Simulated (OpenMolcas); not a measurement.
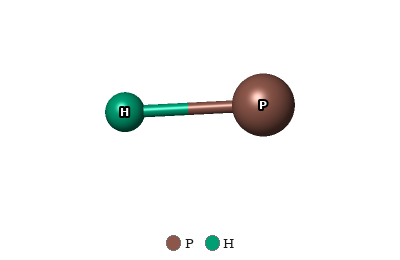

The molecule at the reference distance of 1.464 Å.

**Relativistic diatomic calculation: PH⁻ (part 1 of 2)**

- system: PH⁻.
- method: SA-CASSCF(7,5)/XMS-CASPT2 + RASSI spin-orbit (X2C scalar, AMFI), ANO-RCC-VTZP (OpenMolcas)

Input file:
```
&GATEWAY
Coord
2
angstrom
P 0.0 0.0 0.0
H 0.0 0.0 1.4640
Basis=ANO-RCC-VTZP
Group=XY
RX2C
AMFI
ANGMom
0.0 0.0 0.0
RICD
&SEWARD
&GUESSORB
&RASSCF
FileOrb=$CurrDir/o22.orb
Symmetry=2
Spin=2
nActEl=7 0 0
Inactive=3 2
RAS2=3 2
CIRoot=8 8 1
Linear
Iterations=120 100
OrbListing=Nothing
PRWF=0.15
>>COPY $Project.RasOrb $CurrDir/o22.orb
>>COPY $Project.rasscf.h5 $CurrDir/r22.h5
&CASPT2
XMultistate=all
Imaginary=0.2
IPEA=0.25
MaxIter=40
>>COPY $Project.JobMix JOB001
&RASSCF
FileOrb=$CurrDir/o41.orb
Symmetry=1
Spin=4
nActEl=7 0 0
Inactive=3 2
RAS2=3 2
CIRoot=2 2 1
Linear
Iterations=120 100
OrbListing=Nothing
PRWF=0.15
>>COPY $Project.RasOrb $CurrDir/o41.orb
>>COPY $Project.rasscf.h5 $CurrDir/r41.h5
&CASPT2
XMultistate=all
Imaginary=0.2
IPEA=0.25
MaxIter=40
>>COPY $Project.JobMix JOB002
&RASSCF
FileOrb=$CurrDir/o21.orb
Symmetry=1
Spin=2
nActEl=7 0 0
Inactive=3 2
RAS2=3 2
CIRoot=5 5 1
Linear
Iterations=120 100
OrbListing=Nothing
PRWF=0.15
>>COPY $Project.RasOrb $CurrDir/o21.orb
>>COPY $Project.rasscf.h5 $CurrDir/r21.h5
&CASPT2
XMultistate=all
Imaginary=0.2
IPEA=0.25
MaxIter=40
>>COPY $Project.JobMix JOB003
&RASSCF
FileOrb=$CurrDir/o42.orb
Symmetry=2
Spin=4
nActEl=7 0 0
Inactive=3 2
RAS2=3 2
CIRoot=2 2 1
Linear
Iterations=120 100
OrbListing=Nothing
PRWF=0.15
>>COPY $Project.RasOrb $CurrDir/o42.orb
>>COPY $Project.rasscf.h5 $CurrDir/r42.h5
&CASPT2
XMultistate=all
Imaginary=0.2
IPEA=0.25
MaxIter=40
>>COPY $Project.JobMix JOB004
&RASSI
Nr of JobIphs=4 8 2 5 2
1 2 3 4 5 6 7 8
1 2
1 2 3 4 5
1 2
SpinOrbit
EJob
Omega
MEES
MESO
Properties=4
'AngMom' 3 'Mltpl  1' 1 'Mltpl  1' 2 'Mltpl  1' 3
Thrs=1.0d-4
>>COPY $Project.rassi.h5 $CurrDir/so.h5
```

The first orbital files come from an earlier step.

Hardware: 1 thread of Arm Neoverse V2, 24 GiB of memory available, shared host.

Launched with:
```bash
pymolcas m.inp (one call a module block, same work directory)
```

Output (extracts):
```
++    Wave function specifications:
      Number of closed shell electrons          10
      Number of electrons in active shells       7
      Number of inactive orbitals                5
      Number of active orbitals                  5
      Number of secondary orbitals              38
      Spin quantum number                      0.5
      State symmetry                             2
++    Orbital specifications:
      Symmetry species                           1   2
                                                 a   b
      Frozen orbitals                            0   0
      Inactive orbitals                          3   2
      Active orbitals                            3   2
      RAS2 orbitals                              3   2
      Secondary orbitals                        20  18
      Number of basis functions                 26  22
      printout of CI-coefficients larger than  0.15 for root  1
      energy=    -342.080190
      conf/sym  111 22     Coeff  Weight
            14  022 u2  -0.99864 0.99728
      printout of CI-coefficients larger than  0.15 for root  2
      energy=    -342.080190
      conf/sym  111 22     Coeff  Weight
            13  022 2u   0.99864 0.99728
      printout of CI-coefficients larger than  0.15 for root  3
      energy=    -341.898073
      conf/sym  111 22     Coeff  Weight
             8  u2d u2   0.83870 0.70341
            18  u2u d2  -0.53776 0.28918
      printout of CI-coefficients larger than  0.15 for root  4
      energy=    -341.898073
      conf/sym  111 22     Coeff  Weight
             7  u2d 2u  -0.83870 0.70341
            17  u2u 2d   0.53776 0.28918
      printout of CI-coefficients larger than  0.15 for root  5
      energy=    -341.857366
      conf/sym  111 22     Coeff  Weight
             7  u2d 2u   0.53742 0.28882
            17  u2u 2d   0.83749 0.70139
      printout of CI-coefficients larger than  0.15 for root  6
      energy=    -341.857366
      conf/sym  111 22     Coeff  Weight
             8  u2d u2  -0.53742 0.28882
            18  u2u d2  -0.83749 0.70139
      printout of CI-coefficients larger than  0.15 for root  7
      energy=    -341.819205
      conf/sym  111 22     Coeff  Weight
             1  222 u0   0.99334 0.98673
      printout of CI-coefficients larger than  0.15 for root  8
      energy=    -341.819205
      conf/sym  111 22     Coeff  Weight
             2  222 0u   0.99334 0.98673
      Natural orbitals and occupation numbers for root  1
      sym 1:   0.001466   1.999390   1.999863
      sym 2:   1.000000   1.999281
      Natural orbitals and occupation numbers for root  2
      sym 1:   0.001466   1.999390   1.999863
      sym 2:   1.999281   1.000000
      Natural orbitals and occupation numbers for root  3
      sym 1:   0.975631   1.999409   1.025080
      sym 2:   1.000000   1.999880
      Natural orbitals and occupation numbers for root  4
      sym 1:   0.975631   1.999409   1.025080
      sym 2:   1.999880   1.000000
      Natural orbitals and occupation numbers for root  5
      sym 1:   0.993632   1.999197   1.007198
      sym 2:   1.999973   1.000000
      Natural orbitals and occupation numbers for root  6
      sym 1:   0.993632   1.999197   1.007198
      sym 2:   1.000000   1.999973
      Natural orbitals and occupation numbers for root  7
      sym 1:   1.998725   1.976940   1.997792
      sym 2:   1.000000   0.026543
      Natural orbitals and occupation numbers for root  8
      sym 1:   1.998725   1.976940   1.997792
      sym 2:   0.026543   1.000000
      RASSCF energy for state  8                   -341.81920526
::    RASSCF root number  1 Total energy:   -342.08018992
::    RASSCF root number  2 Total energy:   -342.08018992
::    RASSCF root number  3 Total energy:   -341.89807286
::    RASSCF root number  4 Total energy:   -341.89807286
::    RASSCF root number  5 Total energy:   -341.85736617
::    RASSCF root number  6 Total energy:   -341.85736617
::    RASSCF root number  7 Total energy:   -341.81920526
::    RASSCF root number  8 Total energy:   -341.81920526
      Von Neumann Entropy (Root   1) =  0.50869
++    Wave function specifications:
      Number of closed shell electrons           0
      Number of electrons in active shells       7
      Number of inactive orbitals                0
      Number of active orbitals                  5
      Number of secondary orbitals              38
      Spin quantum number                      0.5
      State symmetry                             2
      Number of CSFs                            20
      Number of CASSCF root(s) available         8
      CASPT2 state passed to geometry opt.       8
      A file JOBMIX will be created
      This is a MULTI-STATE CASSCF reference
      Number of CI roots used                    8
      These are:                                 1   2   3   4   5   6   7   8
      Off-diagonal elements of Heff are computed
  FINAL CASPT2 RESULT:
      Reference energy:        -342.0801899249
      E2 (Non-variational):      -0.1798761905
      Shift correction:          -0.0049565409
      E2 (Variational):          -0.1848327314
      Total energy:            -342.2650226563
      Reference weight:           0.89361
  FINAL CASPT2 RESULT:
      Reference energy:        -342.0801899245
      E2 (Non-variational):      -0.1798761902
      Shift correction:          -0.0049565418
      E2 (Variational):          -0.1848327321
      Total energy:            -342.2650226566
      Reference weight:           0.89361
  FINAL CASPT2 RESULT:
      Reference energy:        -341.8980728623
      E2 (Non-variational):      -0.1478052829
      Shift correction:          -0.0048454304
      E2 (Variational):          -0.1526507133
      Total energy:            -342.0507235756
      Reference weight:           0.90556
  FINAL CASPT2 RESULT:
      Reference energy:        -341.8980728622
      E2 (Non-variational):      -0.1478052762
      Shift correction:          -0.0048454295
      E2 (Variational):          -0.1526507057
      Total energy:            -342.0507235679
      Reference weight:           0.90556
  FINAL CASPT2 RESULT:
      Reference energy:        -341.8573661714
      E2 (Non-variational):      -0.1564344328
      Shift correction:          -0.0041486779
      E2 (Variational):          -0.1605831107
      Total energy:            -342.0179492822
      Reference weight:           0.90437
  FINAL CASPT2 RESULT:
      Reference energy:        -341.8573661714
      E2 (Non-variational):      -0.1564344344
      Shift correction:          -0.0041486781
      E2 (Variational):          -0.1605831125
      Total energy:            -342.0179492839
      Reference weight:           0.90437
  FINAL CASPT2 RESULT:
      Reference energy:        -341.8192052568
      E2 (Non-variational):      -0.1511058687
      Shift correction:          -0.0075396828
      E2 (Variational):          -0.1586455515
      Total energy:            -341.9778508083
      Reference weight:           0.88800
  FINAL CASPT2 RESULT:
      Reference energy:        -341.8192052564
      E2 (Non-variational):      -0.1511058985
      Shift correction:          -0.0075396905
      E2 (Variational):          -0.1586455890
      Total energy:            -341.9778508454
      Reference weight:           0.88800
       Total XMS-CASPT2 energies:
::    XMS-CASPT2 Root  1     Total energy:   -342.26494303
::    XMS-CASPT2 Root  2     Total energy:   -342.26494303
::    XMS-CASPT2 Root  3     Total energy:   -342.05091644
::    XMS-CASPT2 Root  4     Total energy:   -342.05091643
::    XMS-CASPT2 Root  5     Total energy:   -342.01794322
::    XMS-CASPT2 Root  6     Total energy:   -342.01794322
::    XMS-CASPT2 Root  7     Total energy:   -341.97774367
::    XMS-CASPT2 Root  8     Total energy:   -341.97774364
++    Wave function specifications:
      Number of closed shell electrons          10
      Number of electrons in active shells       7
      Number of inactive orbitals                5
      Number of active orbitals                  5
      Number of secondary orbitals              38
      Spin quantum number                      1.5
      State symmetry                             1
      printout of CI-coefficients larger than  0.15 for root  1
      energy=    -342.050938
      conf/sym  111 22     Coeff  Weight
             1  22u uu  -0.27029 0.07305
             3  u22 uu   0.96278 0.92695
      printout of CI-coefficients larger than  0.15 for root  2
      energy=    -341.799817
      conf/sym  111 22     Coeff  Weight
             1  22u uu   0.96278 0.92695
             3  u22 uu   0.27029 0.07305
      Natural orbitals and occupation numbers for root  1
      sym 1:   1.000000   2.000000   2.000000
      sym 2:   1.000000   1.000000
      Natural orbitals and occupation numbers for root  2
      sym 1:   2.000000   2.000000   1.000000
      sym 2:   1.000000   1.000000
      RASSCF energy for state  2                   -341.79981660
::    RASSCF root number  1 Total energy:   -342.05093762
::    RASSCF root number  2 Total energy:   -341.79981660
      Von Neumann Entropy (Root   1) =  1.50000
++    Wave function specifications:
      Number of closed shell electrons           0
      Number of electrons in active shells       7
      Number of inactive orbitals                0
      Number of active orbitals                  5
      Number of secondary orbitals              38
      Spin quantum number                      1.5
      State symmetry                             1
      Number of CSFs                             4
      Number of CASSCF root(s) available         2
      CASPT2 state passed to geometry opt.       2
      A file JOBMIX will be created
      This is a MULTI-STATE CASSCF reference
      Number of CI roots used                    2
      These are:                                 1   2
      Off-diagonal elements of Heff are computed
  FINAL CASPT2 RESULT:
      Reference energy:        -342.0509376212
      E2 (Non-variational):      -0.1359325770
      Shift correction:          -0.0027735879
      E2 (Variational):          -0.1387061649
      Total energy:            -342.1896437861
      Reference weight:           0.92687
  FINAL CASPT2 RESULT:
      Reference energy:        -341.7998165972
      E2 (Non-variational):      -0.1208762756
      Shift correction:          -0.0047927532
      E2 (Variational):          -0.1256690289
      Total energy:            -341.9254856261
      Reference weight:           0.91310
       Total XMS-CASPT2 energies:
::    XMS-CASPT2 Root  1     Total energy:   -342.18961091
::    XMS-CASPT2 Root  2     Total energy:   -341.92551850
++    Wave function specifications:
      Number of closed shell electrons          10
      Number of electrons in active shells       7
      Number of inactive orbitals                5
      Number of active orbitals                  5
      Number of secondary orbitals              38
      Spin quantum number                      0.5
      State symmetry                             1
      printout of CI-coefficients larger than  0.15 for root  1
      energy=    -342.043764
      conf/sym  111 22     Coeff  Weight
            10  u22 du   0.86578 0.74957
            11  u22 ud  -0.49986 0.24986
      printout of CI-coefficients larger than  0.15 for root  2
      energy=    -342.010613
      conf/sym  111 22     Coeff  Weight
            10  u22 du   0.49992 0.24992
            11  u22 ud   0.86589 0.74977
      printout of CI-coefficients larger than  0.15 for root  3
      energy=    -342.010613
      conf/sym  111 22     Coeff  Weight
             9  u22 20   0.70700 0.49984
            12  u22 02  -0.70700 0.49984
      printout of CI-coefficients larger than  0.15 for root  4
      energy=    -341.987891
      conf/sym  111 22     Coeff  Weight
             9  u22 20  -0.69696 0.48576
            12  u22 02  -0.69696 0.48576
      printout of CI-coefficients larger than  0.15 for root  5
      energy=    -341.933258
      conf/sym  111 22     Coeff  Weight
            17  02u 22   0.99783 0.99567
      Natural orbitals and occupation numbers for root  1
      sym 1:   1.000000   2.000000   2.000000
      sym 2:   1.000000   1.000000
      Natural orbitals and occupation numbers for root  2
      sym 1:   1.000000   2.000000   2.000000
      sym 2:   1.000000   1.000000
      Natural orbitals and occupation numbers for root  3
      sym 1:   1.000000   2.000000   2.000000
      sym 2:   1.000000   1.000000
      Natural orbitals and occupation numbers for root  4
      sym 1:   0.999904   1.997350   1.946392
      sym 2:   1.028177   1.028177
      Natural orbitals and occupation numbers for root  5
      sym 1:   0.000904   1.999743   1.000027
      sym 2:   1.999663   1.999663
      RASSCF energy for state  5                   -341.93325800
::    RASSCF root number  1 Total energy:   -342.04376438
::    RASSCF root number  2 Total energy:   -342.01061316
::    RASSCF root number  3 Total energy:   -342.01061316
::    RASSCF root number  4 Total energy:   -341.98789093
::    RASSCF root number  5 Total energy:   -341.93325800
      Von Neumann Entropy (Root   1) =  1.50000
++    Wave function specifications:
      Number of closed shell electrons           0
      Number of electrons in active shells       7
      Number of inactive orbitals                0
      Number of active orbitals                  5
      Number of secondary orbitals              38
      Spin quantum number                      0.5
      State symmetry                             1
      Number of CSFs                            20
      Number of CASSCF root(s) available         5
      CASPT2 state passed to geometry opt.       5
      A file JOBMIX will be created
      This is a MULTI-STATE CASSCF reference
      Number of CI roots used                    5
      These are:                                 1   2   3   4   5
      Off-diagonal elements of Heff are computed
  FINAL CASPT2 RESULT:
      Reference energy:        -342.0437643825
      E2 (Non-variational):      -0.1291946829
      Shift correction:          -0.0029277213
      E2 (Variational):          -0.1321224041
      Total energy:            -342.1758867867
      Reference weight:           0.92803
  FINAL CASPT2 RESULT:
      Reference energy:        -342.0106131620
      E2 (Non-variational):      -0.1339433223
      Shift correction:          -0.0023057469
      E2 (Variational):          -0.1362490693
      Total energy:            -342.1468622313
      Reference weight:           0.92892
  FINAL CASPT2 RESULT:
      Reference energy:        -342.0106131620
      E2 (Non-variational):      -0.1339423333
      Shift correction:          -0.0023055875
      E2 (Variational):          -0.1362479208
      Total energy:            -342.1468610828
      Reference weight:           0.92893
  FINAL CASPT2 RESULT:
      Reference energy:        -341.9878909300
      E2 (Non-variational):      -0.1272905978
      Shift correction:          -0.0019242969
      E2 (Variational):          -0.1292148947
      Total energy:            -342.1171058247
      Reference weight:           0.93472
  FINAL CASPT2 RESULT:
      Reference energy:        -341.9332580027
      E2 (Non-variational):      -0.2008664727
      Shift correction:          -0.0081021421
      E2 (Variational):          -0.2089686149
      Total energy:            -342.1422266176
      Reference weight:           0.86444
       Total XMS-CASPT2 energies:
::    XMS-CASPT2 Root  1     Total energy:   -342.17588679
::    XMS-CASPT2 Root  2     Total energy:   -342.14686223
::    XMS-CASPT2 Root  3     Total energy:   -342.14686108
::    XMS-CASPT2 Root  4     Total energy:   -342.14235603
::    XMS-CASPT2 Root  5     Total energy:   -342.11697642
++    Wave function specifications:
      Number of closed shell electrons          10
      Number of electrons in active shells       7
      Number ofSPIN-FREE ENERGIES:
  (Shifted by EMIN (a.u.) =       -342.2649430296)
 SF State       Relative EMIN(au)   Rel lowest level(eV)    D:o, cm**(-1)      Abs_M
     1             0.0000000000        0.0000000000              0.0000         1.0
     2             0.0000000000        0.0000000000              0.0000         1.0
     9             0.0753321216        2.0498914574          16533.4896         0.0
    11             0.0890562429        2.4233438234          19545.5861         0.0
    12             0.1180807983        3.2131422097          25915.7397         2.0
    13             0.1180819467        3.2131734613          25915.9917         2.0
    14             0.1225870030        3.3357622864          26904.7373         0.0
    15             0.1479666139        4.0263766826          32474.9180         0.0
    16             0.2046821697        5.5696855766          44922.5437         1.0
    17             0.2046978633        5.5701126221          44925.9881         1.0
     3             0.2140265938        5.8239603115          46973.4078         1.0
     4             0.2140266014        5.8239605178          46973.4094         1.0
     5             0.2469998064        6.7212071358          54210.1915         1.0
     6             0.2469998080        6.7212071783          54210.1918         1.0
     7             0.2871993568        7.8150926287          63032.9730         1.0
     8             0.2871993936        7.8150936287          63032.9810         1.0
    10             0.3394245254        9.2362118615          74495.0726         0.0
```

(Continued in part 2.) Outcome of the run: converged; whether the anion is bound against detachment isn't tested.
